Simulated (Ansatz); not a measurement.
# C3H6AlNO: molecular dynamics

Purpose: to follow the molecule's vibrations and see whether its bonds hold. The start is relaxed first. Runs: 600 steps of 1 fs under a Nosé-Hoover thermostat at 100 K. SMILES of the start: N[C]([AlH2])=CC=O.

Method: RKS r2SCANh/STO-3G, in Ansatz 0.2.0.

### 1 Starting point

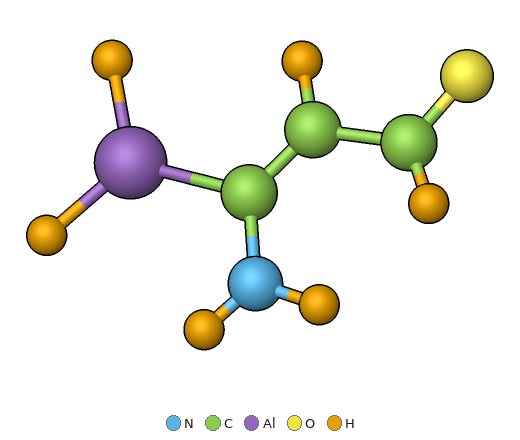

The starting structure, seen from a chosen angle (nitrogen blue, carbon green, aluminium purple, oxygen yellow, hydrogen amber).

Coordinates:

```xyz
12

N     0.7623   -0.3076   -1.3465
C     0.2091   -0.2833   -0.0159
Al    0.8344   -1.7018    1.1876
C    -0.5982    0.6247    0.4525
C    -1.2443    1.7154   -0.3420
O    -2.0699    2.5177    0.2210
H     0.4555    0.4467   -2.0636
H     1.4399   -0.9691   -1.6717
H     0.3450   -1.7516    2.7498
H     1.9216   -2.7802    0.6957
H    -1.0100    0.5289    1.5071
H    -0.9685    1.9050   -1.3400
```

### 2 Preparing the start

Contents of input.yaml:

```yaml
crystal:
  periodic: [false, false, false]
  atoms:
    - { symbol: "N", position_ang: [0.7623, -0.3076, -1.3465] }
    - { symbol: C, position_ang: [0.2091, -0.2833, -0.0159] }
    - { symbol: Al, position_ang: [0.8344, -1.7018, 1.1876] }
    - { symbol: C, position_ang: [-0.5982, 0.6247, 0.4525] }
    - { symbol: C, position_ang: [-1.2443, 1.7154, -0.342] }
    - { symbol: O, position_ang: [-2.0699, 2.5177, 0.221] }
    - { symbol: H, position_ang: [0.4555, 0.4467, -2.0636] }
    - { symbol: H, position_ang: [1.4399, -0.9691, -1.6717] }
    - { symbol: H, position_ang: [0.345, -1.7516, 2.7498] }
    - { symbol: H, position_ang: [1.9216, -2.7802, 0.6957] }
    - { symbol: H, position_ang: [-1.01, 0.5289, 1.5071] }
    - { symbol: H, position_ang: [-0.9685, 1.905, -1.34] }
basis:
  gaussian: { orbitals: STO-3G }
hamiltonian:
  xc: r2scanh
relax:
  f_tol: 0.02
  max_steps: 40
scf:
  lower_state_search: "off"
output:
  orbitals: {}
```

The run is started by

```console
ansatz run input.yaml --threads 1 --pin off --max-ram 2048MiB --backend cpu --events-out ev --progress --plain --runs-dir out
```

Log, cut to the lines that bear on the results:

```text
Warning: RAYON_NUM_THREADS=1 ignored (pool sized by the plan → 1); use --threads N
[...]
Functional definition: r2SCANh
[...]
586 factors; integrals over basis functions are off by at most 1.3e-5 eV
[...]
mean field -13169.95903559 eV, -483.9870676392 hartree, gradient 8.3e-6 eV, S^2 0.000000; 0 other end points of the search recorded, 0 dependent functions left out
[...]
reference -13169.95904163 eV, -483.9870678612 hartree; 26, 26 occupied and 14, 14 virtual orbitals, 586 factors
relax step   1: F+E_penalty+E_count = -13169.95903559 eV  Δ(F+E_penalty+E_count) = +0.000e0 eV  max|allowed force component| = 4.682e0 eV/Å  Δτ_max = 0.0000 Å  (16 SCF iters, accepted)
[...]
relax step   3: F+E_penalty+E_count = -13170.66945304 eV  Δ(F+E_penalty+E_count) = +2.065e-2 eV  max|allowed force component| = 2.567e0 eV/Å  Δτ_max = 0.1932 Å  (25 SCF iters, rejected (line search))
[...]
relax step   5: F+E_penalty+E_count = -13170.92190115 eV  Δ(F+E_penalty+E_count) = -3.533e-2 eV  max|allowed force component| = 5.787e-1 eV/Å  Δτ_max = 0.0988 Å  (18 SCF iters, accepted)
[...]
relax step   7: F+E_penalty+E_count = -13170.94047726 eV  Δ(F+E_penalty+E_count) = -8.926e-3 eV  max|allowed force component| = 7.395e-2 eV/Å  Δτ_max = 0.0552 Å  (19 SCF iters, accepted)
[...]
relax step   9: F+E_penalty+E_count = -13170.94151643 eV  Δ(F+E_penalty+E_count) = -2.357e-4 eV  max|allowed force component| = 1.789e-2 eV/Å  Δτ_max = 0.0188 Å  (14 SCF iters, accepted)
[...]
relax step  10: F+E_penalty+E_count = -13170.94157413 eV  Δ(F+E_penalty+E_count) = -5.770e-5 eV  max|allowed force component| = 1.287e-2 eV/Å  Δτ_max = 0.0205 Å  (14 SCF iters, accepted)
Total energy: -13170.94157998 eV, -484.0231754794 hartree
Atom 0 at     0.559430    -0.442743    -1.368587 Å, force    -0.005523     0.000033     0.010169 eV/Å
Atom 1 at     0.220922    -0.348364     0.009517 Å, force     0.003944    -0.008066    -0.005641 eV/Å
Atom 2 at     0.868831    -1.715921     1.181915 Å, force     0.008541     0.003130    -0.002882 eV/Å
Atom 3 at    -0.644248     0.611865     0.469016 Å, force    -0.006471     0.012872    -0.004952 eV/Å
Atom 4 at    -1.232040     1.734706    -0.303157 Å, force     0.001230     0.000495     0.008119 eV/Å
Atom 5 at    -2.038658     2.581564     0.163866 Å, force     0.003440    -0.002979    -0.003900 eV/Å
Atom 6 at     0.436451     0.426259    -1.930249 Å, force    -0.002890     0.005892    -0.004146 eV/Å
Atom 7 at     1.497462    -0.856296    -1.553967 Å, force     0.002107    -0.001665     0.003014 eV/Å
Atom 8 at     0.316088    -1.784775     2.568693 Å, force     0.000604    -0.002642    -0.003986 eV/Å
Atom 9 at     1.929982    -2.630356     0.652242 Å, force    -0.005956     0.000711     0.005206 eV/Å
Atom 10 at    -0.941137     0.577490     1.521862 Å, force     0.000666    -0.005310     0.001226 eV/Å
Atom 11 at    -0.896181     1.791370    -1.377151 Å, force     0.000309    -0.002472    -0.002226 eV/Å
Dipole moment:     0.693593    -0.501052    -0.143658 e Å
Checks for a lower state left out: stability, starts, cluster_reference, orbital_swaps, neighbouring_geometries, increment
```

It took 19 s on 1 thread of Intel Xeon 6975P-C (Granite Rapids), shared host; peak memory 0.16 GiB.

Relaxation path:

| step | energy from step 1 (eV) | largest force component (eV/Å) |
| --- | --- | --- |
| 1 | 0.0000 | 4.6823 |
| 2 | -0.7311 | 2.4406 |
| 3x | -0.7104 | 2.5675 |
| 4 | -0.9275 | 0.5396 |
| 5 | -0.9629 | 0.5787 |
| 6 | -0.9725 | 0.3887 |
| 7 | -0.9814 | 0.0740 |
| 8 | -0.9822 | 0.0426 |
| 9 | -0.9825 | 0.0179 |
| 10 | -0.9825 | 0.0129 |

Step 1 is the start. 1 step was tried and not accepted (3; marked x where the table lists them).

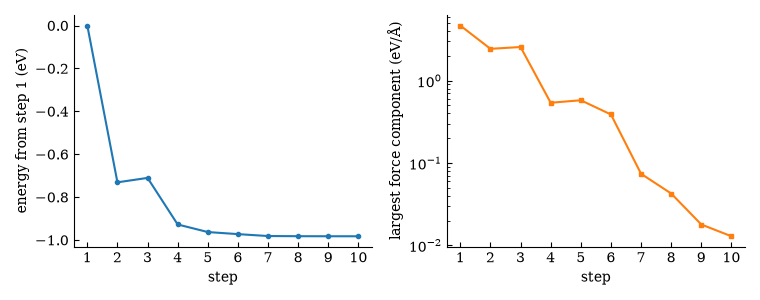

How energy and force went from step to step.

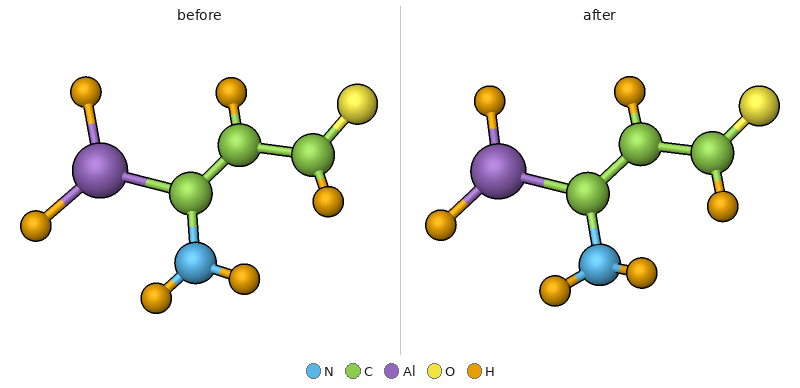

Before and after, at one scale.

After: Bond lengths: N1–C2 1.422 Å, C2–Al3 1.914 Å, C2–C4 1.372 Å, C4–C5 1.484 Å, C5–O6 1.259 Å, N1–H7 1.042 Å, N1–H8 1.042 Å, Al3–H9 1.494 Å, Al3–H10 1.498 Å, C4–H11 1.094 Å, C5–H12 1.127 Å. Angles (14 of 15 angles, heavy atoms first): N1–C2–Al3 117.7°, N1–C2–C4 121.4°, Al3–C2–C4 120.6°, C2–C4–C5 127.2°, C4–C5–O6 124.7°, C2–N1–H7 116.0°, C2–N1–H8 114.4°, C2–Al3–H9 118.4°, C2–Al3–H10 117.3°, C2–C4–H11 118.1°, C5–C4–H11 114.6°, C4–C5–H12 114.6°, O6–C5–H12 120.7°, H7–N1–H8 110.0°.

### 3 Dynamics

600 steps of 1 fs under a Nosé-Hoover thermostat at 100 K, from the relaxed start.

Contents of input.yaml:

```yaml
crystal:
  periodic: [false, false, false]
  atoms:
    - { symbol: "N", position_ang: [0.55943, -0.442743, -1.368587] }
    - { symbol: C, position_ang: [0.220922, -0.348364, 0.009517] }
    - { symbol: Al, position_ang: [0.868831, -1.715921, 1.181915] }
    - { symbol: C, position_ang: [-0.644248, 0.611865, 0.469016] }
    - { symbol: C, position_ang: [-1.23204, 1.734706, -0.303157] }
    - { symbol: O, position_ang: [-2.038658, 2.581564, 0.163866] }
    - { symbol: H, position_ang: [0.436451, 0.426259, -1.930249] }
    - { symbol: H, position_ang: [1.497462, -0.856296, -1.553967] }
    - { symbol: H, position_ang: [0.316088, -1.784775, 2.568693] }
    - { symbol: H, position_ang: [1.929982, -2.630356, 0.652242] }
    - { symbol: H, position_ang: [-0.941137, 0.57749, 1.521862] }
    - { symbol: H, position_ang: [-0.896181, 1.79137, -1.377151] }
basis:
  gaussian: { orbitals: STO-3G }
hamiltonian:
  xc: r2scanh
md:
  timestep: 1.0
  n_steps: 600
  ensemble: nvt_nose_hoover
  temperature: 100.0
  initial_velocities: maxwell_boltzmann
  seed: 77250
  nose_hoover: { tau: 20.0, chain_length: 5 }
scf:
  lower_state_search: "off"
```

The run is started by

```console
ansatz run input.yaml --threads 1 --pin off --max-ram 2048MiB --backend cpu --events-out ev --progress --plain --runs-dir out
```

Log, cut to the lines that bear on the results:

```text
Warning: RAYON_NUM_THREADS=1 ignored (pool sized by the plan → 1); use --threads N
[...]
[... 1 set-up line as earlier in the session ...]
[...]
588 factors; integrals over basis functions are off by at most 1.9e-5 eV
[...]
mean field -13170.94158179 eV, -484.0231755460 hartree, gradient 4.4e-6 eV, S^2 0.000000; 0 other end points of the search recorded, 0 dependent functions left out
[...]
reference -13170.94158764 eV, -484.0231757611 hartree; 26, 26 occupied and 14, 14 virtual orbitals, 588 factors
md step     0: t =     0.00 fs  T =   100.0 K  F+E_penalty+E_count = -13170.94158179 eV  E_kin = 0.129260 eV  conserved = -13170.81232179 eV  (15 SCF iters)
[...]
md step    19: t =    19.00 fs  T =    81.0 K  F+E_penalty+E_count = -13170.88782442 eV  E_kin = 0.104754 eV  conserved = -13170.81061983 eV  (22 SCF iters)
[...]
md step    38: t =    38.00 fs  T =    74.6 K  F+E_penalty+E_count = -13170.82936163 eV  E_kin = 0.096465 eV  conserved = -13170.80945110 eV  (21 SCF iters)
[...]
md step    57: t =    57.00 fs  T =   101.9 K  F+E_penalty+E_count = -13170.82889402 eV  E_kin = 0.131706 eV  conserved = -13170.81065413 eV  (22 SCF iters)
[...]
md step    76: t =    76.00 fs  T =    84.8 K  F+E_penalty+E_count = -13170.76006843 eV  E_kin = 0.109630 eV  conserved = -13170.80935941 eV  (22 SCF iters)
md step    77: t =    77.00 fs  T =    83.2 K  F+E_penalty+E_count = -13170.75485092 eV  E_kin = 0.107508 eV  conserved = -13170.80858126 eV  (22 SCF iters)
md step    78: t =    78.00 fs  T =    83.5 K  F+E_penalty+E_count = -13170.75257997 eV  E_kin = 0.107901 eV  conserved = -13170.80821815 eV  (22 SCF iters)
```

### 4 The output, continued: dynamics from the start

The log, continued, cut to the lines that bear on the results:

```text
md step    79: t =    79.00 fs  T =    88.9 K  F+E_penalty+E_count = -13170.75777826 eV  E_kin = 0.114851 eV  conserved = -13170.80883906 eV  (22 SCF iters)
[...]
md step   105: t =   105.00 fs  T =   117.3 K  F+E_penalty+E_count = -13170.75894808 eV  E_kin = 0.151605 eV  conserved = -13170.80731523 eV  (21 SCF iters)
[...]
md step   131: t =   131.00 fs  T =    85.2 K  F+E_penalty+E_count = -13170.74130769 eV  E_kin = 0.110122 eV  conserved = -13170.80744849 eV  (22 SCF iters)
[...]
md step   157: t =   157.00 fs  T =   142.6 K  F+E_penalty+E_count = -13170.86242767 eV  E_kin = 0.184262 eV  conserved = -13170.80995554 eV  (20 SCF iters)
[...]
md step   182: t =   182.00 fs  T =    98.3 K  F+E_penalty+E_count = -13170.84824549 eV  E_kin = 0.127059 eV  conserved = -13170.80993322 eV  (22 SCF iters)
md step   183: t =   183.00 fs  T =   100.7 K  F+E_penalty+E_count = -13170.85351187 eV  E_kin = 0.130117 eV  conserved = -13170.81069149 eV  (22 SCF iters)
```

### 5 More of the same log: dynamics from the start

Output, continued, cut to the lines that bear on the results:

```text
md step   184: t =   184.00 fs  T =    91.7 K  F+E_penalty+E_count = -13170.84216037 eV  E_kin = 0.118519 eV  conserved = -13170.80955658 eV  (22 SCF iters)
[...]
md step   205: t =   205.00 fs  T =   100.0 K  F+E_penalty+E_count = -13170.86210648 eV  E_kin = 0.129245 eV  conserved = -13170.81045784 eV  (22 SCF iters)
[...]
md step   226: t =   226.00 fs  T =   115.5 K  F+E_penalty+E_count = -13170.80889349 eV  E_kin = 0.149325 eV  conserved = -13170.80828180 eV  (21 SCF iters)
[...]
md step   247: t =   247.00 fs  T =    90.1 K  F+E_penalty+E_count = -13170.72491268 eV  E_kin = 0.116524 eV  conserved = -13170.80620785 eV  (22 SCF iters)
[...]
md step   599: t =   599.00 fs  T =    82.0 K  F+E_penalty+E_count = -13170.81589010 eV  E_kin = 0.105954 eV  conserved = -13170.80983654 eV  (22 SCF iters)
[...]
Atom 4 at    -1.257291     1.705186    -0.297511 Å, force     0.751333    -0.625275    -0.016756 eV/Å
Atom 5 at    -2.114775     2.481708     0.167943 Å, force    -0.641002     0.643997     0.434923 eV/Å
Atom 6 at     0.455854     0.406679    -1.984115 Å, force    -0.139158     0.665426    -0.360753 eV/Å
Atom 7 at     1.477307    -0.873676    -1.617230 Å, force     0.799446    -0.519127    -0.195340 eV/Å
Atom 8 at     0.735000    -1.413625     2.656508 Å, force     0.085466    -0.291173    -0.312612 eV/Å
Atom 9 at     1.065895    -3.037068     0.518004 Å, force     0.168700    -0.397923     0.017991 eV/Å
Atom 10 at    -0.714494     0.768234     1.569012 Å, force     0.306000    -0.327499    -0.400176 eV/Å
Atom 11 at    -1.038551     1.673901    -1.384134 Å, force     0.075009     0.065930    -0.694253 eV/Å
Dipole moment:     0.731177    -0.584247    -0.156417 e Å
Checks for a lower state left out: stability, starts, cluster_reference, orbital_swaps, neighbouring_geometries, increment
```

Wall time 19 min (1 thread of Intel Xeon 6975P-C (Granite Rapids), shared host); peak memory 0.12 GiB.

### 6 The trajectory

One step in 24; energies are changes from step 0:

```csv
time (fs),T (K),potential energy change (meV/atom),conserved energy change (meV/atom)
0.0,100,0.0,0.00
24.0,67,7.7,0.26
48.0,91,8.9,0.21
72.0,100,12.7,0.19
96.0,58,21.1,0.53
120.0,144,11.5,0.20
144.0,100,13.1,0.38
168.0,99,9.7,0.31
192.0,107,5.8,0.11
216.0,42,14.4,0.36
240.0,135,12.9,0.29
264.0,102,15.9,0.36
288.0,94,11.4,0.32
312.0,90,7.8,0.18
336.0,77,10.6,0.29
360.0,129,8.2,0.26
384.0,122,12.6,0.31
408.0,88,19.7,0.55
432.0,115,16.2,0.31
456.0,84,11.3,0.20
480.0,72,10.6,0.33
504.0,98,8.0,0.15
528.0,134,10.1,0.24
552.0,131,14.5,0.29
576.0,85,14.3,0.21
600.0,72,11.7,0.31
```

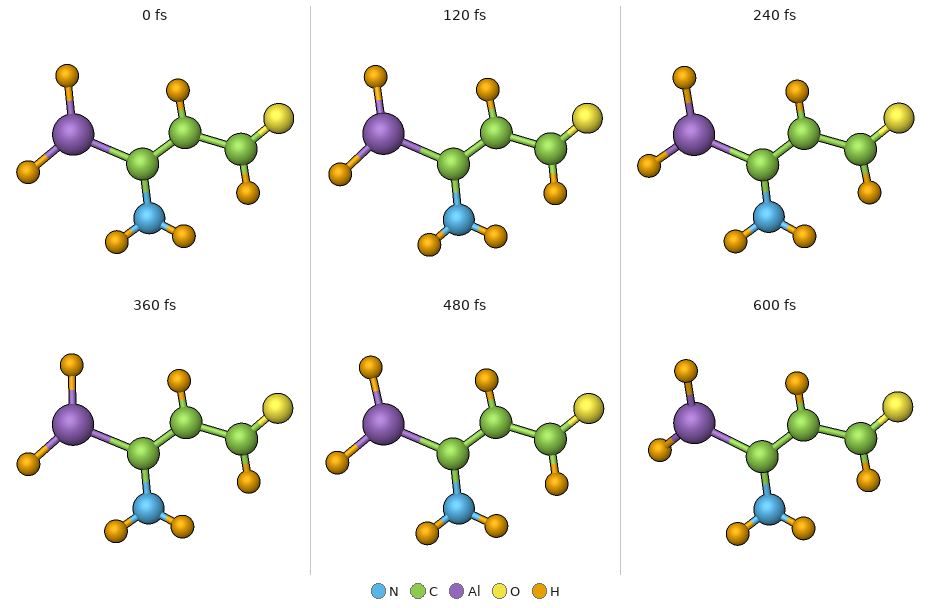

The system at six times, viewed from a chosen angle. Sticks join atoms within a bonding distance in each frame.

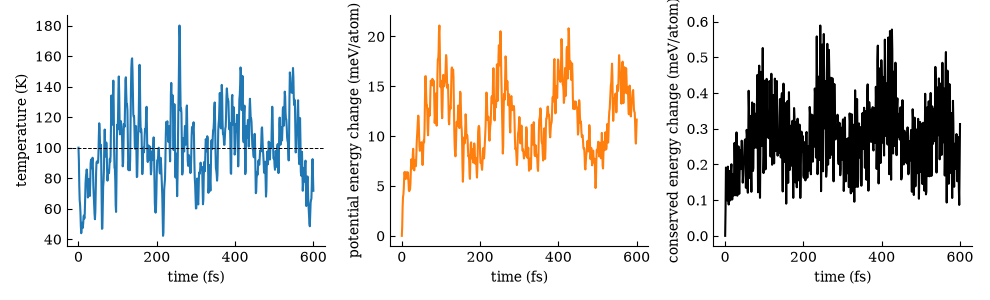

Time series of the run, each on its own scale. The dashed line is the set temperature.

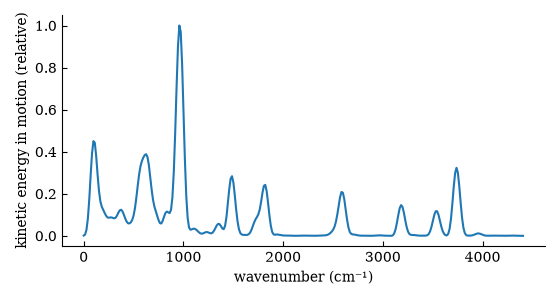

Power spectrum of the mass-weighted velocities; a run of 600 fs resolves no finer than about 110 cm⁻¹.

Maxima of the velocity power spectrum (cm⁻¹, relative height; resolution about 110 cm⁻¹): 100 (45), 630 (39), 960 (100), 1490 (28), 3740 (32).

### 7 Positions and forces

Extended XYZ, with forces in eV/Å:

```xyz
12
time_fs=75.0 T=82 dE=0.1833
N     0.614   -0.438   -1.388   -0.518   -0.808    0.930
C     0.113   -0.444   -0.058    0.390    0.876   -0.441
Al    0.886   -1.648    1.210   -0.973   -0.013    0.056
C    -0.753    0.526    0.406    0.106   -1.082    0.086
C    -1.282    1.688   -0.321    0.063    0.953    1.542
O    -1.910    2.633    0.250   -0.054   -0.443   -0.517
H     0.428    0.343   -2.029   -0.045    0.517   -0.130
H     1.550   -0.855   -1.504    0.243   -0.070   -0.243
H     0.023   -2.108    2.365    0.397    0.133   -0.231
H     2.267   -2.029    0.877    0.635   -0.290    0.081
H    -1.046    0.414    1.458   -0.258    0.257   -0.193
H    -0.950    1.769   -1.367    0.015   -0.029   -0.939
12
time_fs=150.0 T=81 dE=0.1715
N     0.542   -0.419   -1.392    0.996    0.110   -0.191
C     0.173   -0.376   -0.018   -0.553   -0.058    0.983
Al    0.885   -1.695    1.188   -0.621    0.711    0.470
C    -0.731    0.551    0.469    0.705   -0.738   -0.168
C    -1.201    1.702   -0.293   -0.679    1.656    0.642
O    -1.986    2.587    0.167   -0.036   -0.351   -0.100
H     0.506    0.523   -1.881    0.095   -0.700    0.233
H     1.522   -0.834   -1.470   -0.840    0.566   -0.337
H     0.193   -1.692    2.544    0.406   -0.295   -0.499
H     2.122   -2.404    0.757    0.089   -0.251    0.026
H    -1.065    0.530    1.523    0.186   -0.257   -0.459
H    -0.735    1.890   -1.283    0.253   -0.395   -0.600
12
time_fs=225.0 T=116 dE=0.1252
N     0.570   -0.455   -1.346   -0.581   -0.532    1.482
C     0.308   -0.277    0.052   -0.693    0.606   -0.161
Al    0.832   -1.739    1.160    0.106   -0.375   -0.313
C    -0.556    0.709    0.506    0.966   -0.728    0.404
C    -1.223    1.729   -0.306   -1.427    0.807   -0.093
O    -2.113    2.527    0.137    0.835   -0.455   -0.297
H     0.452    0.355   -1.954   -0.108    0.946   -0.590
H     1.462   -0.927   -1.523    0.666   -0.362   -0.321
H     0.475   -1.844    2.611    0.056    0.125   -0.087
H     1.527   -2.803    0.350    0.031    0.042    0.322
H    -0.755    0.755    1.596   -0.028   -0.061   -0.584
H    -0.992    1.711   -1.413    0.175   -0.015    0.236
12
time_fs=300.0 T=60 dE=0.1431
N     0.585   -0.420   -1.375    0.413   -0.102   -0.561
C     0.285   -0.331    0.007   -0.275    0.600   -0.838
Al    0.822   -1.709    1.176    0.364   -0.631    0.075
C    -0.595    0.626    0.457    0.504   -0.174    1.163
C    -1.189    1.747   -0.290   -1.405    0.053   -0.490
O    -2.089    2.514    0.180    0.908   -0.264   -0.327
H     0.329    0.402   -1.985    0.340   -0.402    0.448
H     1.543   -0.795   -1.605   -0.622    0.280    0.022
H     0.531   -1.457    2.591   -0.164    0.097    0.701
H     1.506   -2.976    0.745   -0.062    0.226   -0.197
H    -0.828    0.597    1.541   -0.083    0.105   -0.616
H    -0.919    1.779   -1.401    0.083    0.212    0.619
12
time_fs=375.0 T=113 dE=0.1442
N     0.585   -0.414   -1.345   -0.307   -0.253   -0.105
C     0.206   -0.375    0.004   -0.534    0.209    0.408
Al    0.872   -1.706    1.180    1.301   -0.534   -0.314
C    -0.709    0.543    0.455   -0.331    1.013    0.576
C    -1.255    1.712   -0.304   -0.563    0.316   -0.826
O    -1.986    2.635    0.164    0.465   -0.602    0.165
H     0.329    0.395   -1.932    0.098    0.254   -0.198
H     1.516   -0.799   -1.561    0.332   -0.107   -0.096
H     0.272   -2.139    2.456   -0.503    0.100    0.351
H     2.199   -2.324    0.774   -0.398    0.182   -0.004
H    -1.006    0.560    1.529    0.234   -0.299   -0.758
H    -1.038    1.739   -1.435    0.205   -0.279    0.801
12
time_fs=450.0 T=109 dE=0.1219
N     0.553   -0.454   -1.340    0.023    0.066   -0.138
C     0.141   -0.396    0.026    0.166    0.196   -0.343
Al    0.915   -1.703    1.165   -0.231   -0.720    0.734
C    -0.747    0.550    0.442   -0.559    0.478    1.383
C    -1.236    1.744   -0.301    0.553    0.194   -0.136
O    -1.991    2.644    0.157    0.005   -0.352   -0.051
H     0.582    0.472   -1.816   -0.261    0.152   -0.169
H     1.503   -0.860   -1.418    0.445   -0.260   -0.161
H     0.120   -2.237    2.330    0.147    0.219   -0.196
H     2.291   -2.234    0.876   -0.097    0.210   -0.148
H    -1.059    0.544    1.512    0.084   -0.190   -0.712
H    -0.758    1.850   -1.319   -0.275    0.007   -0.062
12
time_fs=525.0 T=114 dE=0.1347
N     0.601   -0.387   -1.398    0.069    0.060   -0.398
C     0.251   -0.354   -0.016    0.511    0.237   -0.844
Al    0.821   -1.717    1.197   -0.035    0.662    0.468
C    -0.567    0.630    0.471   -0.825    0.199    0.972
C    -1.250    1.712   -0.293    1.147   -0.204    0.453
O    -2.067    2.536    0.176   -0.534    0.220    0.201
H     0.484    0.475   -2.004    0.068   -0.774    0.803
H     1.438   -0.949   -1.691   -0.475    0.334    0.369
H     0.527   -1.478    2.664    0.010   -0.198   -0.451
H     1.634   -2.818    0.648    0.213   -0.498   -0.134
H    -0.802    0.605    1.559   -0.002   -0.051   -0.760
H    -0.862    1.803   -1.331   -0.146    0.012   -0.679
12
time_fs=600.0 T=72 dE=0.1399
N     0.600   -0.410   -1.381   -0.759   -0.139    0.399
C     0.336   -0.267    0.000    0.418   -0.712    0.641
Al    0.792   -1.743    1.183   -0.327    1.197   -0.019
C    -0.476    0.716    0.490   -0.738    0.439    0.506
C    -1.257    1.705   -0.297    0.751   -0.625   -0.017
O    -2.115    2.482    0.168   -0.641    0.644    0.435
H     0.456    0.407   -1.984   -0.139    0.665   -0.361
H     1.477   -0.874   -1.617    0.799   -0.519   -0.195
H     0.735   -1.414    2.656    0.086   -0.291   -0.313
H     1.066   -3.037    0.518    0.169   -0.398    0.018
H    -0.715    0.768    1.569    0.306   -0.328   -0.400
H    -1.039    1.674   -1.384    0.075    0.066   -0.694
```

### 8 What came out

```
                              quantity                         value
               relaxation of the start       8 moves, 0.983 eV lower
                                length             600 steps of 1 fs
      temperature, first and last step                  100 and 72 K
              temperature, second half  mean 102 K, from 49 to 153 K
         potential energy, second half   +12 meV/atom from the start
largest change of the conserved energy                 0.59 meV/atom
                bonds formed or broken                             0
```

In words: Against a set 100 K the second half averages 102 K with a spread of 21 K. The conserved energy strays from its start by at most 0.59 meV/atom, 5.5 % of the mean kinetic energy, which is poor: the step of 1 fs is too long for the fastest motion. The bonds all hold. 600 fs on 12 atoms is far too short and small for converged averages. The nuclei move classically, without zero-point motion, which matters most for hydrogen. In so small a basis the energies are only a sketch.
